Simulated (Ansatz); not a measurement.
# CuF: levels of theory

Aim: for CuF, compare levels of theory; the runs are relaxing the atoms and harmonic vibrations.

Computed with Ansatz 0.2.0 (DFT PBE, Gaussian basis def2-SVP, and further levels as typed in the inputs, unless a step's input says otherwise).

### Step 1. Starting point

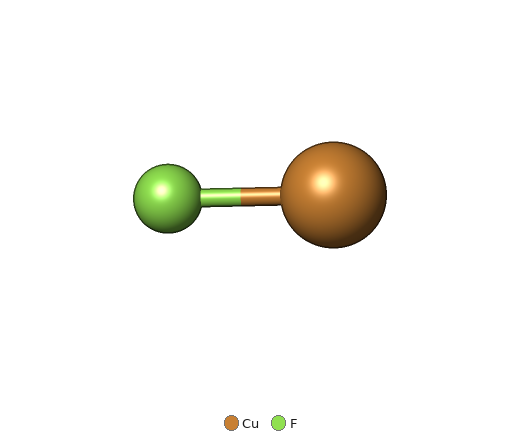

Start, viewed from a chosen angle; copper orange, fluorine green.

Coordinates:

```xyz
2

Cu    0.0000    0.0000    0.0000
F     0.0000    0.0000    1.7500
```

### Step 2. Relaxing the atoms: CuF

Input file input.yaml:

```yaml
relax:
  f_tol: 0.001
  max_steps: 200
crystal:
  periodic: [false, false, false]
  atoms:
    - { symbol: Cu, position_ang: [0.0, 0.0, 0.0] }
    - { symbol: F, position_ang: [0.0, 0.0, 1.75] }
basis:
  gaussian: { orbitals: def2-SVP }
hamiltonian:
  xc: pbe
```

Started as:

```sh
ansatz run input.yaml --threads 8 --pin off --max-ram 12288MiB --backend cpu --events-out ev --progress --plain --runs-dir out
```

Log, shortened:

```text
Warning: RAYON_NUM_THREADS=8 ignored (pool sized by the plan → 8); use --threads N
[...]
Functional definition: PBE
[...]
532 factors; their error is unknown
[...]
mean field -47339.13153201 eV, -1739.6809961854 hartree, gradient 1.4e-5 eV, S^2 0.000000; 0 other end points of the search recorded, 0 dependent functions left out
[...]
reference -47339.13159026 eV, -1739.6809983262 hartree; 19, 19 occupied and 26, 26 virtual orbitals, 532 factors
relax step   1: F+E_penalty+E_count = -47339.13153201 eV  Δ(F+E_penalty+E_count) = +0.000e0 eV  max|allowed force component| = 1.471e-1 eV/Å  Δτ_max = 0.0000 Å  (26 SCF iters, accepted)
[...]
relax step   3: F+E_penalty+E_count = -47339.13205857 eV  Δ(F+E_penalty+E_count) = -1.926e-4 eV  max|allowed force component| = 1.279e-3 eV/Å  Δτ_max = 0.0022 Å  (29 SCF iters, accepted)
[...]
relax step   4: F+E_penalty+E_count = -47339.13205861 eV  Δ(F+E_penalty+E_count) = -3.835e-8 eV  max|allowed force component| = 1.216e-4 eV/Å  Δτ_max = 0.0000 Å  (29 SCF iters, accepted)
532 factors; their error is unknown
[...]
mean field -47339.13205861 eV, -1739.6810155376 hartree, gradient 2.6e-5 eV, S^2 0.000000; 1 other end points of the search recorded, 0 dependent functions left out
[...]
reference -47339.13211689 eV, -1739.6810176795 hartree; 19, 19 occupied and 26, 26 virtual orbitals, 532 factors
Total energy: -47339.13211689 eV, -1739.6810176795 hartree
Atom 0 at    -0.000000    -0.000000     0.003555 Å, force     0.000000     0.000000     0.000122 eV/Å
Atom 1 at     0.000000     0.000000     1.746445 Å, force    -0.000000    -0.000000    -0.000122 eV/Å
Dipole moment:    -0.000000    -0.000000    -0.910640 e Å
```

Wall time 1.3 s (8 threads of Intel Xeon Platinum 8259CL at 2.50GHz (Skylake/Cascade Lake), shared host); peak memory 0.12 GiB.

Relaxation path:

```csv
step,energy from step 1 (eV),largest force component (eV/Å)
1,0.0000,0.1471
2,-0.0003,0.0894
3,-0.0005,0.0013
4,-0.0005,0.0001
```

Step 1 is the start.

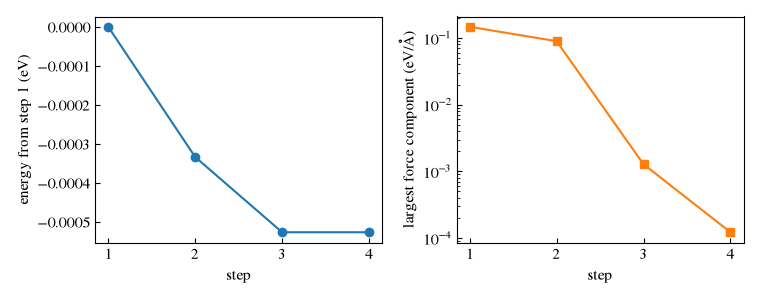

Energy and largest force along the relaxation.

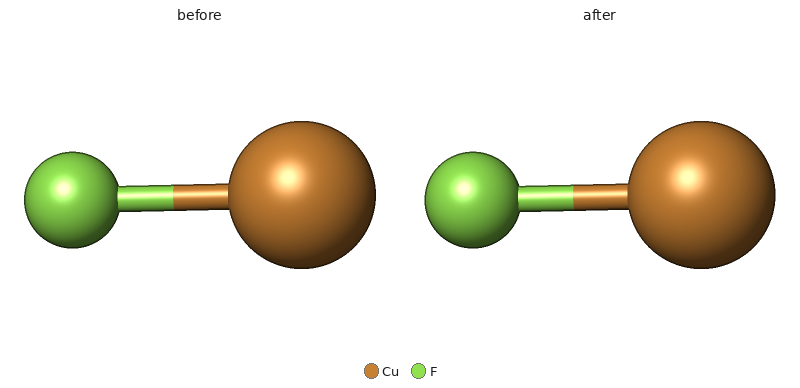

Before and after, at one scale. The change is too small to see at this scale.

Before: Bond lengths: Cu1–F2 1.750 Å.

After: Bond lengths: Cu1–F2 1.743 Å.

### Step 3. Harmonic vibrations

It takes the final geometry of step 2.

Input file input.yaml:

```yaml
crystal:
  periodic: [false, false, false]
  atoms:
    - { symbol: Cu, position_ang: [0.0, 0.0, 0.00355519] }
    - { symbol: F, position_ang: [0.0, 0.0, 1.74644481] }
basis:
  gaussian: { orbitals: def2-SVP }
hamiltonian:
  xc: pbe
phonons: {}
```

Started as:

```sh
ansatz run input.yaml --threads 8 --pin off --max-ram 12288MiB --backend cpu --events-out ev --progress --plain --runs-dir out
```

Log, shortened:

```text
Warning: RAYON_NUM_THREADS=8 ignored (pool sized by the plan → 8); use --threads N
[...]
[... 1 set-up line as earlier in the session ...]
[...]
532 factors; their error is unknown
[...]
mean field -47339.13205861 eV, -1739.6810155376 hartree, gradient 1.4e-5 eV, S^2 0.000000; 0 other end points of the search recorded, 0 dependent functions left out
[...]
reference -47339.13211689 eV, -1739.6810176795 hartree; 19, 19 occupied and 26, 26 virtual orbitals, 532 factors
[...]
reference -47339.13205107 eV, -1739.6810152608 hartree; 19, 19 occupied and 26, 26 virtual orbitals, 532 factors
Total energy: -47339.13211689 eV, -1739.6810176795 hartree
Atom 0 at     0.000000     0.000000     0.003555 Å, force    -0.000000    -0.000000     0.000123 eV/Å
Atom 1 at     0.000000     0.000000     1.746445 Å, force    -0.000000     0.000000    -0.000123 eV/Å
Dipole moment:     0.000000     0.000000    -0.910641 e Å
Vibrations: 625.87 cm⁻¹, zero-point energy 0.038799 eV
```

Run time: 2.4 s. Hardware: 8 threads of Intel Xeon Platinum 8259CL at 2.50GHz (Skylake/Cascade Lake), shared host; peak memory 0.11 GiB.

Harmonic frequencies from the force constants, with rigid motions projected out (i: imaginary):

```csv
mode,cm⁻¹
1,627
```

### Step 4. Relaxing the atoms: Hartree-Fock, Gaussian basis def2-TZVPP

Input file input.yaml:

```yaml
relax:
  f_tol: 0.001
  max_steps: 200
crystal:
  periodic: [false, false, false]
  atoms:
    - { symbol: Cu, position_ang: [0.0, 0.0, 0.0] }
    - { symbol: F, position_ang: [0.0, 0.0, 1.75] }
basis:
  gaussian: { orbitals: def2-TZVPP }
hamiltonian:
  xc: hf
```

Started as:

```sh
ansatz run input.yaml --threads 8 --pin off --max-ram 12288MiB --backend cpu --events-out ev --progress --plain --runs-dir out
```

Log, shortened:

```text
Warning: RAYON_NUM_THREADS=8 ignored (pool sized by the plan → 8); use --threads N
[...]
Functional definition: HF
[...]
741 factors; integrals over basis functions are off by at most 2.6e-4 eV
[...]
mean field -47304.73280407 eV, -1738.4168662501 hartree, gradient 2.1e-5 eV, S^2 0.000000; 0 other end points of the search recorded, 0 dependent functions left out
[...]
reference -47304.73280407 eV, -1738.4168662501 hartree; 19, 19 occupied and 76, 76 virtual orbitals, 741 factors
[...]
reference -47304.78283685 eV, -1738.4187049207 hartree; 19, 19 occupied and 76, 76 virtual orbitals, 741 factors
Total energy: -47304.78283685 eV, -1738.4187049207 hartree
Atom 0 at     0.000000    -0.000000    -0.036095 Å, force     0.000000     0.000000     0.000294 eV/Å
Atom 1 at    -0.000000     0.000000     1.786095 Å, force    -0.000000     0.000000    -0.000294 eV/Å
Dipole moment:     0.000000     0.000000    -1.383452 e Å
```

Run time: 2.5 s. Hardware: 8 threads of Intel Xeon Platinum 8259CL at 2.50GHz (Skylake/Cascade Lake), shared host; peak memory 0.17 GiB.

Relaxation path:

```csv
step,energy from step 1 (eV),largest force component (eV/Å)
1,0.0000,1.4775
2,-0.0325,0.8312
3,-0.0500,0.0192
4,-0.0500,0.0003
```

Step 1 is the start.

Before: Bond lengths: Cu1–F2 1.750 Å.

After: Bond lengths: Cu1–F2 1.822 Å.

### Step 5. Harmonic vibrations

It takes the final geometry of step 4.

Input file input.yaml:

```yaml
crystal:
  periodic: [false, false, false]
  atoms:
    - { symbol: Cu, position_ang: [0.0, 0.0, -0.03609452] }
    - { symbol: F, position_ang: [0.0, 0.0, 1.78609452] }
basis:
  gaussian: { orbitals: def2-TZVPP }
hamiltonian:
  xc: hf
phonons: {}
```

Started as:

```sh
ansatz run input.yaml --threads 8 --pin off --max-ram 12288MiB --backend cpu --events-out ev --progress --plain --runs-dir out
```

Log, shortened:

```text
Warning: RAYON_NUM_THREADS=8 ignored (pool sized by the plan → 8); use --threads N
[...]
[... 1 set-up line as earlier in the session ...]
[...]
739 factors; integrals over basis functions are off by at most 3.9e-4 eV
[...]
mean field -47304.78283697 eV, -1738.4187049253 hartree, gradient 2.4e-5 eV, S^2 0.000000; 0 other end points of the search recorded, 0 dependent functions left out
[...]
reference -47304.78283697 eV, -1738.4187049253 hartree; 19, 19 occupied and 76, 76 virtual orbitals, 739 factors
[...]
reference -47304.78278469 eV, -1738.4187030039 hartree; 19, 19 occupied and 76, 76 virtual orbitals, 739 factors
Total energy: -47304.78283697 eV, -1738.4187049253 hartree
Atom 0 at     0.000000     0.000000    -0.036095 Å, force     0.000000    -0.000000     0.000294 eV/Å
Atom 1 at     0.000000     0.000000     1.786095 Å, force    -0.000000     0.000000    -0.000294 eV/Å
Dipole moment:     0.000000     0.000000    -1.383452 e Å
Vibrations: 560.45 cm⁻¹, zero-point energy 0.034743 eV
```

Run time: 5.4 s. Hardware: 8 threads of Intel Xeon Platinum 8259CL at 2.50GHz (Skylake/Cascade Lake), shared host; peak memory 0.17 GiB.

Harmonic frequencies from the force constants, with rigid motions projected out (i: imaginary):

| mode | cm⁻¹ |
| --- | --- |
| 1 | 561 |

### Step 6. Relaxing the atoms: PBE, Gaussian basis def2-TZVPP

Input file input.yaml:

```yaml
relax:
  f_tol: 0.001
  max_steps: 200
crystal:
  periodic: [false, false, false]
  atoms:
    - { symbol: Cu, position_ang: [0.0, 0.0, 0.0] }
    - { symbol: F, position_ang: [0.0, 0.0, 1.75] }
basis:
  gaussian: { orbitals: def2-TZVPP }
hamiltonian:
  xc: pbe
```

Started as:

```sh
ansatz run input.yaml --threads 8 --pin off --max-ram 12288MiB --backend cpu --events-out ev --progress --plain --runs-dir out
```

Log, shortened:

```text
Warning: RAYON_NUM_THREADS=8 ignored (pool sized by the plan → 8); use --threads N
[...]
[... 1 set-up line as earlier in the session ...]
[...]
661 factors; their error is unknown
[...]
mean field -47349.78966333 eV, -1740.0726752873 hartree, gradient 4.3e-5 eV, S^2 0.000000; 0 other end points of the search recorded, 0 dependent functions left out
[...]
reference -47349.78970048 eV, -1740.0726766525 hartree; 19, 19 occupied and 76, 76 virtual orbitals, 661 factors
[...]
reference -47349.79071883 eV, -1740.0727140763 hartree; 19, 19 occupied and 76, 76 virtual orbitals, 661 factors
Total energy: -47349.79071883 eV, -1740.0727140763 hartree
Atom 0 at    -0.000000    -0.000000    -0.005104 Å, force    -0.000000    -0.000000     0.000102 eV/Å
Atom 1 at     0.000000     0.000000     1.755104 Å, force     0.000000     0.000000    -0.000102 eV/Å
Dipole moment:     0.000000     0.000000    -0.950965 e Å
```

Wall time 1.7 s (8 threads of Intel Xeon Platinum 8259CL at 2.50GHz (Skylake/Cascade Lake), shared host); peak memory 0.17 GiB.

The steps of the relaxation:

```csv
step,E - E(step 1) (eV),largest force component (eV/Å)
1,0.0000,0.2016
2,-0.0006,0.1238
3,-0.0010,0.0026
4,-0.0010,0.0001
```

Step 1 is the start.

Before: Bond lengths: Cu1–F2 1.750 Å.

After: Bond lengths: Cu1–F2 1.760 Å.

### Step 7. Harmonic vibrations

It takes the final geometry of step 6.

Input file input.yaml:

```yaml
crystal:
  periodic: [false, false, false]
  atoms:
    - { symbol: Cu, position_ang: [0.0, 0.0, -0.00510435] }
    - { symbol: F, position_ang: [0.0, 0.0, 1.75510435] }
basis:
  gaussian: { orbitals: def2-TZVPP }
hamiltonian:
  xc: pbe
phonons: {}
```

Started as:

```sh
ansatz run input.yaml --threads 8 --pin off --max-ram 12288MiB --backend cpu --events-out ev --progress --plain --runs-dir out
```

Log, shortened:

```text
Warning: RAYON_NUM_THREADS=8 ignored (pool sized by the plan → 8); use --threads N
[...]
[... 1 set-up line as earlier in the session ...]
[...]
661 factors; their error is unknown
[...]
mean field -47349.79068184 eV, -1740.0727127167 hartree, gradient 6.3e-5 eV, S^2 0.000000; 0 other end points of the search recorded, 0 dependent functions left out
[...]
reference -47349.79071883 eV, -1740.0727140763 hartree; 19, 19 occupied and 76, 76 virtual orbitals, 661 factors
[...]
reference -47349.79065889 eV, -1740.0727118733 hartree; 19, 19 occupied and 76, 76 virtual orbitals, 661 factors
Total energy: -47349.79071883 eV, -1740.0727140763 hartree
Atom 0 at     0.000000     0.000000    -0.005104 Å, force    -0.000000    -0.000000     0.000099 eV/Å
Atom 1 at     0.000000     0.000000     1.755104 Å, force     0.000000     0.000000    -0.000099 eV/Å
Dipole moment:    -0.000000    -0.000000    -0.950966 e Å
Vibrations: 597.25 cm⁻¹, zero-point energy 0.037025 eV
```

It took 3.3 s on 8 threads of Intel Xeon Platinum 8259CL at 2.50GHz (Skylake/Cascade Lake), shared host; peak memory 0.14 GiB.

Harmonic frequencies from the force constants, with rigid motions projected out (i: imaginary):

| mode | cm⁻¹ |
| --- | --- |
| 1 | 598 |

### Step 8. Relaxing the atoms: r2SCAN, Gaussian basis def2-TZVPP

Input file input.yaml:

```yaml
relax:
  f_tol: 0.001
  max_steps: 200
crystal:
  periodic: [false, false, false]
  atoms:
    - { symbol: Cu, position_ang: [0.0, 0.0, 0.0] }
    - { symbol: F, position_ang: [0.0, 0.0, 1.75] }
basis:
  gaussian: { orbitals: def2-TZVPP }
hamiltonian:
  xc: r2scan
```

Started as:

```sh
ansatz run input.yaml --threads 8 --pin off --max-ram 12288MiB --backend cpu --events-out ev --progress --plain --runs-dir out
```

Log, shortened:

```text
Warning: RAYON_NUM_THREADS=8 ignored (pool sized by the plan → 8); use --threads N
[...]
Functional definition: r2SCAN
[...]
661 factors; their error is unknown
[...]
mean field -47357.32141951 eV, -1740.3494622218 hartree, gradient 1.4e-5 eV, S^2 0.000000; 0 other end points of the search recorded, 0 dependent functions left out
[...]
reference -47357.32143119 eV, -1740.3494626508 hartree; 19, 19 occupied and 76, 76 virtual orbitals, 661 factors
[...]
reference -47357.32190594 eV, -1740.3494800976 hartree; 19, 19 occupied and 76, 76 virtual orbitals, 661 factors
Total energy: -47357.32190594 eV, -1740.3494800976 hartree
Atom 0 at    -0.000000     0.000000     0.003403 Å, force     0.000000     0.000000     0.000006 eV/Å
Atom 1 at     0.000000    -0.000000     1.746597 Å, force     0.000000    -0.000000    -0.000006 eV/Å
Dipole moment:    -0.000000    -0.000000    -1.001469 e Å
```

It took 2.9 s on 8 threads of Intel Xeon Platinum 8259CL at 2.50GHz (Skylake/Cascade Lake), shared host; peak memory 0.19 GiB.

Step by step:

| step | energy from step 1 (eV) | largest force component (eV/Å) |
| --- | --- | --- |
| 1 | 0.0000 | 0.1386 |
| 2 | -0.0003 | 0.0851 |
| 3 | -0.0005 | 0.0013 |
| 4 | -0.0005 | 0.0000 |

Step 1 is the start.

Before: Bond lengths: Cu1–F2 1.750 Å.

After: Bond lengths: Cu1–F2 1.743 Å.

### Step 9. Harmonic vibrations

It takes the final geometry of step 8.

Input file input.yaml:

```yaml
crystal:
  periodic: [false, false, false]
  atoms:
    - { symbol: Cu, position_ang: [0.0, 0.0, 0.00340252] }
    - { symbol: F, position_ang: [0.0, 0.0, 1.74659748] }
basis:
  gaussian: { orbitals: def2-TZVPP }
hamiltonian:
  xc: r2scan
phonons: {}
```

Started as:

```sh
ansatz run input.yaml --threads 8 --pin off --max-ram 12288MiB --backend cpu --events-out ev --progress --plain --runs-dir out
```

Log, shortened:

```text
Warning: RAYON_NUM_THREADS=8 ignored (pool sized by the plan → 8); use --threads N
[...]
[... 1 set-up line as earlier in the session ...]
[...]
661 factors; their error is unknown
[...]
mean field -47357.32189423 eV, -1740.3494796671 hartree, gradient 1.3e-5 eV, S^2 0.000000; 0 other end points of the search recorded, 0 dependent functions left out
[...]
reference -47357.32190594 eV, -1740.3494800976 hartree; 19, 19 occupied and 76, 76 virtual orbitals, 661 factors
[...]
reference -47357.32184073 eV, -1740.3494777012 hartree; 19, 19 occupied and 76, 76 virtual orbitals, 661 factors
Total energy: -47357.32190594 eV, -1740.3494800976 hartree
Atom 0 at     0.000000     0.000000     0.003403 Å, force    -0.000000     0.000000     0.000006 eV/Å
Atom 1 at     0.000000     0.000000     1.746597 Å, force     0.000000    -0.000000    -0.000006 eV/Å
Dipole moment:     0.000000    -0.000000    -1.001469 e Å
Vibrations: 621.50 cm⁻¹, zero-point energy 0.038528 eV
```

Wall time 4.9 s (8 threads of Intel Xeon Platinum 8259CL at 2.50GHz (Skylake/Cascade Lake), shared host); peak memory 0.15 GiB.

Harmonic frequencies from the force constants, with rigid motions projected out (i: imaginary):

```
mode  cm⁻¹
   1   622
```

### Step 10. Relaxing the atoms: B3LYP, Gaussian basis def2-TZVPP

Input file input.yaml:

```yaml
relax:
  f_tol: 0.001
  max_steps: 200
crystal:
  periodic: [false, false, false]
  atoms:
    - { symbol: Cu, position_ang: [0.0, 0.0, 0.0] }
    - { symbol: F, position_ang: [0.0, 0.0, 1.75] }
basis:
  gaussian: { orbitals: def2-TZVPP }
hamiltonian:
  xc: { name: B3LYP }
```

Started as:

```sh
ansatz run input.yaml --threads 8 --pin off --max-ram 12288MiB --backend cpu --events-out ev --progress --plain --runs-dir out
```

Log, shortened:

```text
Warning: RAYON_NUM_THREADS=8 ignored (pool sized by the plan → 8); use --threads N
[...]
Functional definition: B3LYP
[...]
729 factors; their error is unknown
[...]
mean field -47360.29317993 eV, -1740.4586724028 hartree, gradient 1.6e-5 eV, S^2 0.000000; 0 other end points of the search recorded, 0 dependent functions left out
[...]
reference -47360.29336221 eV, -1740.4586791014 hartree; 19, 19 occupied and 76, 76 virtual orbitals, 729 factors
[...]
reference -47360.29725045 eV, -1740.4588219917 hartree; 19, 19 occupied and 76, 76 virtual orbitals, 729 factors
Total energy: -47360.29725045 eV, -1740.4588219917 hartree
Atom 0 at    -0.000000     0.000000    -0.009967 Å, force    -0.000000    -0.000000     0.000145 eV/Å
Atom 1 at     0.000000    -0.000000     1.759967 Å, force     0.000000     0.000000    -0.000145 eV/Å
Dipole moment:     0.000000    -0.000000    -1.066656 e Å
```

It took 2.4 s on 8 threads of Intel Xeon Platinum 8259CL at 2.50GHz (Skylake/Cascade Lake), shared host; peak memory 0.19 GiB.

The steps of the relaxation:

| step | energy from step 1 (eV) | largest force component (eV/Å) |
| --- | --- | --- |
| 1 | 0.0000 | 0.3977 |
| 2 | -0.0024 | 0.2401 |
| 3 | -0.0039 | 0.0093 |
| 4 | -0.0039 | 0.0001 |

Step 1 is the start.

Before: Bond lengths: Cu1–F2 1.750 Å.

After: Bond lengths: Cu1–F2 1.770 Å.

### Step 11. Harmonic vibrations

It takes the final geometry of step 10.

Input file input.yaml:

```yaml
crystal:
  periodic: [false, false, false]
  atoms:
    - { symbol: Cu, position_ang: [0.0, 0.0, -0.00996654] }
    - { symbol: F, position_ang: [0.0, 0.0, 1.75996654] }
basis:
  gaussian: { orbitals: def2-TZVPP }
hamiltonian:
  xc: { name: B3LYP }
phonons: {}
```

Started as:

```sh
ansatz run input.yaml --threads 8 --pin off --max-ram 12288MiB --backend cpu --events-out ev --progress --plain --runs-dir out
```

Log, shortened:

```text
Warning: RAYON_NUM_THREADS=8 ignored (pool sized by the plan → 8); use --threads N
[...]
[... 1 set-up line as earlier in the session ...]
[...]
729 factors; their error is unknown
[...]
mean field -47360.29706882 eV, -1740.4588153169 hartree, gradient 1.5e-5 eV, S^2 0.000000; 0 other end points of the search recorded, 0 dependent functions left out
[...]
reference -47360.29725045 eV, -1740.4588219917 hartree; 19, 19 occupied and 76, 76 virtual orbitals, 729 factors
[...]
reference -47360.29719165 eV, -1740.4588198307 hartree; 19, 19 occupied and 76, 76 virtual orbitals, 729 factors
Total energy: -47360.29725045 eV, -1740.4588219917 hartree
Atom 0 at     0.000000     0.000000    -0.009967 Å, force    -0.000000    -0.000000     0.000143 eV/Å
Atom 1 at     0.000000     0.000000     1.759967 Å, force     0.000000     0.000000    -0.000143 eV/Å
Dipole moment:     0.000000     0.000000    -1.066656 e Å
Vibrations: 592.33 cm⁻¹, zero-point energy 0.036720 eV
```

Run time: 4.5 s. Hardware: 8 threads of Intel Xeon Platinum 8259CL at 2.50GHz (Skylake/Cascade Lake), shared host; peak memory 0.19 GiB.

Harmonic frequencies from the force constants, with rigid motions projected out (i: imaginary):

```
mode  cm⁻¹
   1   593
```

### Step 12. Relaxing the atoms: PBE0, Gaussian basis def2-TZVPP

Input file input.yaml:

```yaml
relax:
  f_tol: 0.001
  max_steps: 200
crystal:
  periodic: [false, false, false]
  atoms:
    - { symbol: Cu, position_ang: [0.0, 0.0, 0.0] }
    - { symbol: F, position_ang: [0.0, 0.0, 1.75] }
basis:
  gaussian: { orbitals: def2-TZVPP }
hamiltonian:
  xc: pbe0
```

Started as:

```sh
ansatz run input.yaml --threads 8 --pin off --max-ram 12288MiB --backend cpu --events-out ev --progress --plain --runs-dir out
```

Log, shortened:

```text
Warning: RAYON_NUM_THREADS=8 ignored (pool sized by the plan → 8); use --threads N
[...]
Functional definition: PBE0
[...]
759 factors; their error is unknown
[...]
mean field -47349.57898533 eV, -1740.0649330137 hartree, gradient 3.0e-5 eV, S^2 0.000000; 0 other end points of the search recorded, 0 dependent functions left out
[...]
reference -47349.57901109 eV, -1740.0649339603 hartree; 19, 19 occupied and 76, 76 virtual orbitals, 759 factors
[...]
reference -47349.58083307 eV, -1740.0650009169 hartree; 19, 19 occupied and 76, 76 virtual orbitals, 759 factors
Total energy: -47349.58083307 eV, -1740.0650009169 hartree
Atom 0 at     0.000000    -0.000000    -0.006792 Å, force    -0.000000     0.000000     0.000151 eV/Å
Atom 1 at    -0.000000     0.000000     1.756792 Å, force     0.000000    -0.000000    -0.000151 eV/Å
Dipole moment:     0.000000     0.000000    -1.095470 e Å
```

It took 2.1 s on 8 threads of Intel Xeon Platinum 8259CL at 2.50GHz (Skylake/Cascade Lake), shared host; peak memory 0.19 GiB.

Relaxation path:

```csv
step,energy from step 1 (eV),largest force component (eV/Å)
1,0.0000,0.2719
2,-0.0011,0.1650
3,-0.0018,0.0044
4,-0.0018,0.0002
```

Step 1 is the start.

Before: Bond lengths: Cu1–F2 1.750 Å.

After: Bond lengths: Cu1–F2 1.764 Å.

### Step 13. Harmonic vibrations

It takes the final geometry of step 12.

Input file input.yaml:

```yaml
crystal:
  periodic: [false, false, false]
  atoms:
    - { symbol: Cu, position_ang: [0.0, 0.0, -0.00679204] }
    - { symbol: F, position_ang: [0.0, 0.0, 1.75679204] }
basis:
  gaussian: { orbitals: def2-TZVPP }
hamiltonian:
  xc: pbe0
phonons: {}
```

Started as:

```sh
ansatz run input.yaml --threads 8 --pin off --max-ram 12288MiB --backend cpu --events-out ev --progress --plain --runs-dir out
```

Log, shortened:

```text
Warning: RAYON_NUM_THREADS=8 ignored (pool sized by the plan → 8); use --threads N
[...]
[... 1 set-up line as earlier in the session ...]
[...]
759 factors; their error is unknown
[...]
mean field -47349.58080750 eV, -1740.0649999770 hartree, gradient 3.0e-5 eV, S^2 0.000000; 0 other end points of the search recorded, 0 dependent functions left out
[...]
reference -47349.58083307 eV, -1740.0650009169 hartree; 19, 19 occupied and 76, 76 virtual orbitals, 759 factors
[...]
reference -47349.58077297 eV, -1740.0649987081 hartree; 19, 19 occupied and 76, 76 virtual orbitals, 759 factors
Total energy: -47349.58083307 eV, -1740.0650009169 hartree
Atom 0 at     0.000000     0.000000    -0.006792 Å, force    -0.000000     0.000000     0.000152 eV/Å
Atom 1 at     0.000000     0.000000     1.756792 Å, force     0.000000    -0.000000    -0.000152 eV/Å
Dipole moment:     0.000000     0.000000    -1.095471 e Å
Vibrations: 598.64 cm⁻¹, zero-point energy 0.037111 eV
```

Wall time 4.8 s (8 threads of Intel Xeon Platinum 8259CL at 2.50GHz (Skylake/Cascade Lake), shared host); peak memory 0.19 GiB.

Harmonic frequencies from the force constants, with rigid motions projected out (i: imaginary):

| mode | cm⁻¹ |
| --- | --- |
| 1 | 599 |

[end of part 1 of 2]
